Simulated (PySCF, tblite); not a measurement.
# methoxymethyl fluoride (C2H5FO): isotopologues and vibrational averages

How do isotopes change the rotational constants and shieldings of methoxymethyl fluoride (C2H5FO) (`COCF`)?

Programs: PySCF 2.14.0 with density-fitted response routines of our own, and tblite 0.8.0. All values are computed, except where a source is named. Atoms count from 0 throughout.

### 1 The molecule as given

9 atoms, charge 0, multiplicity 1; geometry from: force field or distance geometry start.

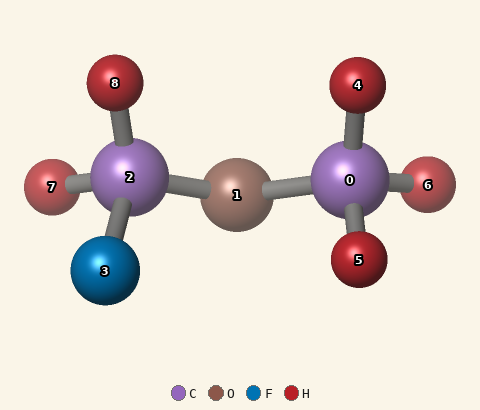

The starting geometry (carbon purple, oxygen brown, fluorine blue, hydrogen red), atoms numbered.

### 2 GFN2-xTB relaxation, lowest of a short conformer search

The job: settings as JSON, then the geometry in Å.

```
{"job": {"xc": "GFN2-xTB", "basis": "xTB", "kind": "relax"}, "charge": 0, "multiplicity": 1}
C      1.177300    -0.225400    -0.097400
O      0.141300     0.758100    -0.063900
C     -1.090300     0.296200     0.117700
F     -1.579100    -0.467400    -0.970800
H      1.207000    -0.885700     0.816000
H      1.097500    -0.799800    -1.033200
H      2.122900     0.358600    -0.109400
H     -1.745000     1.236800     0.182800
H     -1.277300    -0.247500     1.057500
```

Started as:

```sh
$ OMP_NUM_THREADS=1 python ens_run.py task.json out
```

The driver reads the study from task.json and runs its stages one after another.

The log of the run:

```text
step      E/eV     max force
  0    -424.87167    2.407
  1    -424.98305    0.823
  2    -425.00857    0.393
  3    -425.02293    0.397
  4    -425.03186    0.232
  5    -425.03670    0.167
  6    -425.03854    0.114
  7    -425.03992    0.109
  8    -425.04188    0.140
  9    -425.04488    0.176
 10    -425.04814    0.166
 11    -425.05040    0.113
 12    -425.05141    0.075
 13    -425.05196    0.079
 14    -425.05240    0.049
 15    -425.05262    0.041
 16    -425.05272    0.025
 17    -425.05280    0.031
 18    -425.05287    0.025
 19    -425.05293    0.023
 20    -425.05299    0.026
 21    -425.05307    0.033
 22    -425.05320    0.040
 23    -425.05338    0.048
 24    -425.05359    0.048
 25    -425.05385    0.049
 26    -425.05418    0.069
 27    -425.05455    0.074
 28    -425.05485    0.050
 29    -425.05499    0.028
 30    -425.05505    0.020
 31    -425.05509    0.021
 32    -425.05511    0.014
 33    -425.05513    0.012
 34    -425.05514    0.015
 35    -425.05517    0.026
 36    -425.05523    0.035
 37    -425.05532    0.038
 38    -425.05541    0.026
 39    -425.05547    0.019
 40    -425.05550    0.014
 41    -425.05552    0.011
 42    -425.05553    0.007
 43    -425.05554    0.003
```

It took 0.22 s on 1 thread of Arm Neoverse N1, shared host.

The energy fell by 0.184 eV, and the atoms moved 0.10 Å (root mean square).

### 3 Tight optimisation and Hessian

The job: settings as JSON, then the geometry in Å.

```
{"job": {"xc": "PBE0", "basis": "pcSseg-1", "grid": 2, "temperatures": [298.15, 500], "kind": "geom"}, "charge": 0, "multiplicity": 1}
C      1.168859    -0.202770    -0.082544
O      0.168625     0.802760    -0.054586
C     -1.097164     0.328752     0.113518
F     -1.525644    -0.377852    -0.992011
H      1.162494    -0.779631     0.848704
H      1.021126    -0.878877    -0.928747
H      2.117531     0.316591    -0.189466
H     -1.769634     1.186049     0.221906
H     -1.191947    -0.371047     0.962509
```

The log of the run:

```text
step   0  E = -6910.9892523 eV  max force = 0.27918
step   1  E = -6910.9948210 eV  max force = 0.05406
step   2  E = -6910.9950180 eV  max force = 0.00656
step   3  E = -6910.9950393 eV  max force = 0.00531
step   4  E = -6910.9950428 eV  max force = 0.00127
step   5  E = -6910.9950428 eV  max force = 0.00127
step   6  E = -6910.9950429 eV  max force = 0.00078
harmonic wavenumbers (cm-1): 137.9 181.3 389.9 579.9 990.3 1039.4 1135.9 1174.3 1225.9 1257.9 1315.5 1437.4 1471.7 1479.7 1499.8 1517.6 3014.7 3021.1 3108.0 3143.9 3172.2
```

Run time: 6 min. Hardware: 1 thread of Arm Neoverse N1, shared host; peak memory 0.51 GiB.

### 4 Displacements along the modes, parent

The job: settings as JSON, then the geometry in Å.

```
{"job": {"xc": "PBE0", "basis": "pcSseg-1", "grid": 2, "temperatures": [298.15, 500], "kind": "vib", "mass_numbers": [12, 16, 12, 19, 1, 1, 1, 1, 1]}, "charge": 0, "multiplicity": 1}
C      1.159674    -0.198797    -0.090758
O      0.162990     0.804118    -0.069970
C     -1.101173     0.327815     0.114626
F     -1.526716    -0.412040    -0.974744
H      1.128079    -0.803771     0.828305
H      1.043755    -0.856443    -0.960190
H      2.121818     0.313889    -0.149593
H     -1.764233     1.191822     0.214559
H     -1.169949    -0.342619     0.987046
```

The log of the run:

```text
mode    cm-1    km/mol   phi_rrr   E(+)/cm-1  E(-)/cm-1
  1    137.94     2.82     -52.1      59.58      64.24
  2    181.31    10.53     -66.5      33.58      39.47
  3    389.91     9.21     -97.3      66.94      74.47
  4    579.90     6.06      48.7     106.09     102.86
  5    990.26    30.34     231.3     186.80     170.28
  6   1039.43   202.57     413.2     202.63     173.25
  7   1135.85    22.41     -33.6     203.49     206.15
  8   1174.32     2.68       1.0     211.65     212.52
  9   1225.95    38.48     -16.9     219.92     221.92
 10   1257.90   183.35    -142.9     221.55     231.88
 11   1315.52     7.16       3.8     237.14     237.08
 12   1437.36    12.58      14.3     260.00     258.14
 13   1471.74    15.08     -37.2     263.95     266.26
 14   1479.65     3.29      36.0     267.63     265.16
 15   1499.80    16.91     -30.3     269.01     271.11
 16   1517.56     2.56     103.5     277.20     269.49
 17   3014.66    55.17   -1215.8     502.53     589.62
 18   3021.08    60.54    1151.9     587.39     504.65
 19   3107.95    27.19     919.8     595.51     529.83
 20   3143.91    32.02   -1749.9     508.18     633.75
 21   3172.22    11.46    1534.8     630.54     520.20
```

It took 6.4 min on 1 thread of Arm Neoverse N1, shared host; peak memory 0.51 GiB.

### 5 Displacements along the modes, 2H at atom 4

Changed since step 4:

```diff
@@ -1,2 +1,2 @@
-{"job": {"xc": "PBE0", "basis": "pcSseg-1", "grid": 2, "temperatures": [298.15, 500], "kind": "vib", "mass_numbers": [12, 16, 12, 19, 1, 1, 1, 1, 1]}, "charge": 0, "multiplicity": 1}
+{"job": {"xc": "PBE0", "basis": "pcSseg-1", "grid": 2, "temperatures": [298.15, 500], "kind": "vib", "mass_numbers": [12, 16, 12, 19, 2, 1, 1, 1, 1]}, "charge": 0, "multiplicity": 1}
 C      1.159674    -0.198797    -0.090758
```

The log of the run:

```text
mode    cm-1    km/mol   phi_rrr   E(+)/cm-1  E(-)/cm-1
  1    120.55     1.92     -43.2      48.09      51.65
  2    180.30    11.27      67.3      38.07      32.13
  3    373.18     7.98     -88.3      64.20      71.16
  4    577.94     6.49     -50.7     102.43     105.81
  5    942.82    14.06     128.1     174.30     165.60
  6   1003.08    18.12     176.9     187.26     174.33
  7   1039.39   203.53    -411.0     173.32     202.53
  8   1114.97     9.54      -8.4     200.50     201.50
  9   1194.69    21.41      13.2     216.08     214.40
 10   1241.35   186.55      90.5     226.80     220.58
 11   1304.17    30.27      31.3     236.32     233.75
 12   1337.67    14.31       8.0     241.35     240.63
 13   1369.61     1.91      25.0     248.01     246.00
 14   1444.36    18.12     -14.4     259.43     261.39
 15   1485.33    12.09     -80.1     264.62     270.48
 16   1515.25     3.36     112.7     277.18     268.77
 17   2231.48    26.67    1227.4     448.87     360.59
 18   3015.69    74.07    1788.7     611.94     483.77
 19   3087.47    26.63   -1616.3     501.97     617.74
 20   3143.88    32.45    1749.1     633.71     508.20
 21   3169.98    11.54    1444.2     626.78     522.89
```

It took 6.3 min on 1 thread of Arm Neoverse N1, shared host; peak memory 0.51 GiB.

### 6 Displacements along the modes, 2H at atom 7

Changed since step 5:

```diff
@@ -1,2 +1,2 @@
-{"job": {"xc": "PBE0", "basis": "pcSseg-1", "grid": 2, "temperatures": [298.15, 500], "kind": "vib", "mass_numbers": [12, 16, 12, 19, 2, 1, 1, 1, 1]}, "charge": 0, "multiplicity": 1}
+{"job": {"xc": "PBE0", "basis": "pcSseg-1", "grid": 2, "temperatures": [298.15, 500], "kind": "vib", "mass_numbers": [12, 16, 12, 19, 1, 1, 1, 2, 1]}, "charge": 0, "multiplicity": 1}
 C      1.159674    -0.198797    -0.090758
```

The log of the run:

```text
mode    cm-1    km/mol   phi_rrr   E(+)/cm-1  E(-)/cm-1
  1    136.40     2.96     -51.7      57.57      62.31
  2    179.85    10.01      62.4      39.80      34.15
  3    371.96     7.73     -86.8      64.04      70.73
  4    578.16     6.14      48.5     105.78     102.55
  5    906.85    15.36     128.7     168.16     158.73
  6    956.88    31.22    -157.7     167.16     177.84
  7   1053.78   123.41    -227.2     181.84     198.25
  8   1091.04    76.44      72.0     199.09     194.01
  9   1175.94     2.32      11.9     212.26     212.49
 10   1199.11    86.68     122.0     220.61     211.59
 11   1261.29   136.89    -128.4     222.65     231.94
 12   1376.04     5.79     -17.1     247.64     249.15
 13   1388.90    23.49      14.1     251.28     249.90
 14   1472.77    12.16      54.7     267.32     263.38
 15   1478.84     5.39     -47.3     264.69     267.80
 16   1500.70    14.06     -37.3     268.91     271.56
 17   2308.07    32.05   -1224.4     374.54     462.42
 18   3019.38    30.46    1186.5     588.80     503.47
 19   3027.27    80.68    1799.9     614.49     485.50
 20   3107.96    27.29     918.7     595.47     529.86
 21   3172.19    11.59    1537.4     630.64     520.11
```

Wall time 6.4 min (1 thread of Arm Neoverse N1, shared host); peak memory 0.51 GiB.

### 7 Displacements along the modes, 13C at atom 2, 2H at atom 4

Changed since step 6:

```diff
@@ -1,2 +1,2 @@
-{"job": {"xc": "PBE0", "basis": "pcSseg-1", "grid": 2, "temperatures": [298.15, 500], "kind": "vib", "mass_numbers": [12, 16, 12, 19, 1, 1, 1, 2, 1]}, "charge": 0, "multiplicity": 1}
+{"job": {"xc": "PBE0", "basis": "pcSseg-1", "grid": 2, "temperatures": [298.15, 500], "kind": "vib", "mass_numbers": [12, 16, 13, 19, 2, 1, 1, 1, 1]}, "charge": 0, "multiplicity": 1}
 C      1.159674    -0.198797    -0.090758
```

The log of the run:

```text
mode    cm-1    km/mol   phi_rrr   E(+)/cm-1  E(-)/cm-1
  1    120.36     1.93     -43.2      47.98      51.54
  2    179.99    11.20     -66.8      32.13      38.03
  3    371.05     7.82      87.2      70.71      63.84
  4    574.82     6.80      49.7     105.22     101.90
  5    941.53    15.39    -130.1     165.27     174.13
  6    994.79    15.83     150.8     184.79     173.75
  7   1016.18   198.96    -377.0     170.27     197.08
  8   1110.22    12.16      -6.3     199.74     200.53
  9   1184.95    18.24      12.3     214.29     212.63
 10   1228.52   188.79     -66.3     219.14     223.62
 11   1303.08    23.39      23.5     235.87     233.84
 12   1336.88    13.44       7.9     241.20     240.50
 13   1369.19     1.45     -24.9     245.93     247.96
 14   1438.75    12.83     -10.0     258.58     260.22
 15   1484.53    10.57     -83.8     264.33     270.49
 16   1509.49     1.59     112.1     276.12     267.73
 17   2231.47    26.73    1227.4     448.87     360.59
 18   3008.69    71.03   -1808.3     481.91     611.47
 19   3087.45    27.10   -1617.0     501.94     617.77
 20   3132.67    30.75   -1783.3     505.05     633.00
 21   3169.96    11.64    1446.3     626.86     522.82
```

Wall time 6.5 min (1 thread of Arm Neoverse N1, shared host); peak memory 0.51 GiB.

### 8 Displacements along the modes, 2H at atom 6

Changed since step 7:

```diff
@@ -1,2 +1,2 @@
-{"job": {"xc": "PBE0", "basis": "pcSseg-1", "grid": 2, "temperatures": [298.15, 500], "kind": "vib", "mass_numbers": [12, 16, 13, 19, 2, 1, 1, 1, 1]}, "charge": 0, "multiplicity": 1}
+{"job": {"xc": "PBE0", "basis": "pcSseg-1", "grid": 2, "temperatures": [298.15, 500], "kind": "vib", "mass_numbers": [12, 16, 12, 19, 1, 1, 2, 1, 1]}, "charge": 0, "multiplicity": 1}
 C      1.159674    -0.198797    -0.090758
```

The log of the run:

```text
mode    cm-1    km/mol   phi_rrr   E(+)/cm-1  E(-)/cm-1
  1    126.48     1.13      41.2      62.24      58.25
  2    171.15    11.71      67.7      34.76      28.92
  3    382.55     8.90     -91.7      65.82      72.96
  4    570.52     6.20     -50.2     101.10     104.48
  5    907.34    16.99     127.0     168.06     159.00
  6   1026.67    94.84     226.4     193.15     177.09
  7   1051.49   112.51      74.6     192.08     186.92
  8   1123.83     1.30       8.7     202.59     202.90
  9   1192.05    31.17     -12.2     214.21     215.64
 10   1248.36   217.16    -195.4     218.15     231.99
 11   1302.50    10.81       9.9     235.01     234.41
 12   1315.76     7.52       6.3     237.05     236.97
 13   1364.26     4.89      41.7     247.45     244.46
 14   1444.88    27.03     -13.5     259.61     261.44
 15   1490.74     6.54      76.6     271.26     265.78
 16   1516.61     1.41    -104.2     269.29     277.08
 17   2315.95    13.28   -1213.3     376.18     463.40
 18   3015.64    67.65   -1764.7     484.54     610.98
 19   3035.91    43.72   -1582.3     493.67     607.31
 20   3111.57    24.06    1415.2     614.95     513.77
 21   3143.94    32.23   -1752.7     508.09     633.87
```

It took 6.3 min on 1 thread of Arm Neoverse N1, shared host; peak memory 0.51 GiB.

### 9 Vibrational averages by isotopologue

The job: settings as JSON, then the geometry in Å.

```
{"job": {"xc": "PBE0", "basis": "pcSseg-1", "grid": 2, "temperatures": [298.15, 500], "kind": "iso"}, "charge": 0, "multiplicity": 1}
C      1.159674    -0.198797    -0.090758
O      0.162990     0.804118    -0.069970
C     -1.101173     0.327815     0.114626
F     -1.526716    -0.412040    -0.974744
H      1.128079    -0.803771     0.828305
H      1.043755    -0.856443    -0.960190
H      2.121818     0.313889    -0.149593
H     -1.764233     1.191822     0.214559
H     -1.169949    -0.342619     0.987046
```

The log of the run:

```text
parent
  Be/MHz 17811.732 5663.578 4828.23
  B0/MHz 17826.569 5572.226 4766.768
  ZPE/cm-1 16147.1
  <sigma>(0 K)/ppm 123.085 252.136 73.394 338.950 27.778 26.947 27.080 25.384 25.851
2H at atom 4
  Be/MHz 16828.329 5419.314 4698.327
  B0/MHz 16863.705 5328.391 4635.697
  ZPE/cm-1 15446.6
  <sigma>(0 K)/ppm 123.420 252.571 73.391 338.913 27.906 26.965 27.101 25.383 25.848
2H at atom 7
  Be/MHz 16535.477 5591.387 4678.98
  B0/MHz 16541.01 5501.906 4620.365
  ZPE/cm-1 15381.7
  <sigma>(0 K)/ppm 123.132 252.475 73.725 339.767 27.777 26.948 27.081 25.517 25.866
13C at atom 2, 2H at atom 4
  Be/MHz 16599.67 5394.397 4669.475
  B0/MHz 16634.738 5304.705 4607.951
  ZPE/cm-1 15397.3
  <sigma>(0 K)/ppm 123.424 252.661 73.425 339.019 27.906 26.966 27.101 25.386 25.851
2H at atom 6
  Be/MHz 17662.762 5299.04 4560.054
  B0/MHz 17650.255 5219.603 4505.664
  ZPE/cm-1 15429.1
  <sigma>(0 K)/ppm 123.353 252.246 73.399 338.939 27.797 26.963 27.199 25.382 25.848
```

It took 38 min on 1 thread of Arm Neoverse N1, shared host; peak memory 0.51 GiB. This counts the whole study up to here.

Rotational constants (MHz) at equilibrium and in the ground state:

```
               isotopologue                       Be                       B0  zero-point change (cm⁻¹)
                     parent  17811.7, 5663.6, 4828.2  17826.6, 5572.2, 4766.8                       0.0
               2H at atom 4  16828.3, 5419.3, 4698.3  16863.7, 5328.4, 4635.7                    -700.5
               2H at atom 7  16535.5, 5591.4, 4679.0  16541.0, 5501.9, 4620.4                    -765.4
13C at atom 2, 2H at atom 4  16599.7, 5394.4, 4669.5  16634.7, 5304.7, 4608.0                    -749.8
               2H at atom 6  17662.8, 5299.0, 4560.1  17650.3, 5219.6, 4505.7                    -718.0
```

Shieldings of the first species (ppm): at equilibrium, the vibrational parts at 0 K, and the averages:

```
atom  equilibrium  anharmonic  harmonic     0 K  298.15 K   500 K
  C0       127.78        0.68     -5.37  123.08    122.87  122.60
  O1       265.47       -2.27    -11.06  252.14    254.05  255.35
  C2        77.54       -1.56     -2.59   73.39     73.34   73.13
  F3       350.73       -3.54     -8.24  338.95    337.97  336.44
  H4        28.46        0.11     -0.79   27.78     27.66   27.54
  H5        27.60        0.16     -0.82   26.95     26.94   26.92
  H6        27.72        0.18     -0.82   27.08     27.08   27.07
  H7        26.00       -0.18     -0.44   25.38     25.40   25.40
  H8        26.44       -0.20     -0.39   25.85     25.86   25.85
```

Isotope effects on the shieldings at 0 K (ppb; positive means more shielded):

```
atom  2H at atom 4  2H at atom 7  13C at atom 2, 2H at atom 4  2H at atom 6
  C0           336            47                          340           268
  O1           436           339                          525           110
  C2            -3           331                           31             5
  F3           -37           817                           69           -11
  H4           128             0                          129            20
  H5            18             1                           18            16
  H6            20             1                           21           119
  H7            -1           133                            2            -2
  H8            -3            15                            0            -3
```

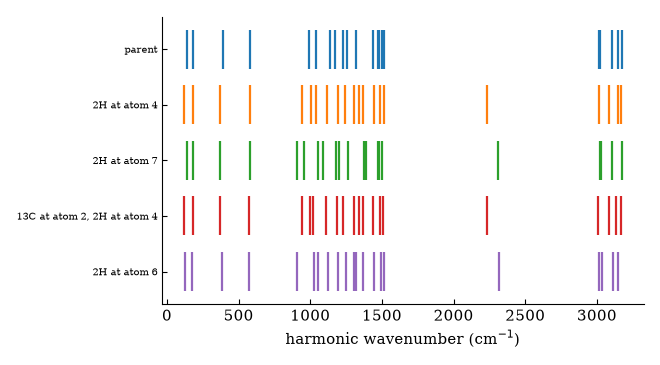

Harmonic wavenumbers of each isotopologue.

### 10 What came out

| quantity | value |
| --- | --- |
| point group | C1 |
| B0 of the first species | 17826.6, 5572.2, 4766.8 MHz |
| zero-point energy | 16147 cm⁻¹ |
| zero-point change of σ(O1) | -13.33 ppm |

In words: Zero-point motion changes the shielding of O1 most, by -13.33 ppm. The largest secondary isotope effect is 817 ppb on F3, 2 bonds from the change (2H at atom 7). The job flags a low mode; perturbation theory is less sure for low modes. Internal rotors are held in one well.
